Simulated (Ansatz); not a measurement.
Amorphous Si$_{36}$C$_{20}$H$_{14}$

It comes from a melt-quench run on a machine-learned potential (CHGNet), relaxed afterwards by DFT. The hot cell started wider than the set density and was brought back towards it in steps. It is the lowest in DFT energy of 2 quenches. It is a model cell: composition and starting density were chosen by hand, and all elements were melted together. No dispersion term was used.

Calculation: PBE, scalar-relativistic without spin-orbit coupling (plane waves to 420 eV, PAW; Ansatz, an electronic-structure program). Geometry, pressure, stress and energy are those of the PBE run. Its sampling: a 2×2×2 Γ-centred mesh; Fermi-Dirac width 0.05 eV; no spin polarisation. The levels at the Fermi energy are partly filled. A closed spacing in one fast-quenched cell at PBE doesn't show the material to be a metal.

The number of atoms in the cell comes out as 70, the density (volume relaxed, without dispersion) comes out as 2.28 g/cm^3 and the volume per atom comes out as 13.17 Å³. The pressure on a 2×2×2 Γ-centred mesh is 0.00 GPa and the largest force and stress component on that mesh (the relaxation ran on one k-point at (1/4, 1/4, 1/4)) is 0.21 eV/Å and 3.2 GPa. The energy relative to 6H silicon carbide + silicon + CH4 gas (lowest mix at this level among the phases computed, not always the ambient ones) comes out as 0.525 eV/atom and the gap on a 2×2×2 Γ-centred mesh (PBE) is within the smearing (under twice its width).

Neighbours within Si-Si 2.74 Å, Si-C 2.20 Å, Si-H 1.72 Å, C-C 1.76 Å, C-H 1.32 Å, H-H 0.90 Å count as bonded.

Mean coordination of Si: 4.33 (2 with 3, 24 with 4, 6 with 5, 4 with 6)
Mean coordination of C: 3.80 (4 with 3, 16 with 4)
Mean coordination of H: 1.00 (14 with 1)
Mean Si-Si bond: 2.452 Å (spread 0.117 Å, 47 counted)
Mean Si-C bond: 1.917 Å (spread 0.050 Å, 56 counted)

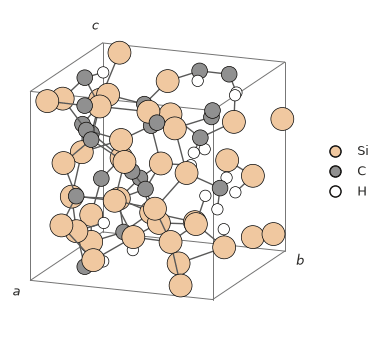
Figure: The relaxed cell

Its density started from a set value of 2.20 g/cm³. The quench (nominally 370 K/ps over its main leg) was far faster than any real one, so the model tends to hold more defects than a real film. A cell of this size samples the disorder only roughly. The volume was free in the relaxation, at fixed shape. Stress components on the final sampling reach 3.2 GPa. On a 2×2×2 Γ-centred mesh force components of up to 0.21 eV/Å stay, since the relaxation ran on one k-point at (1/4, 1/4, 1/4).
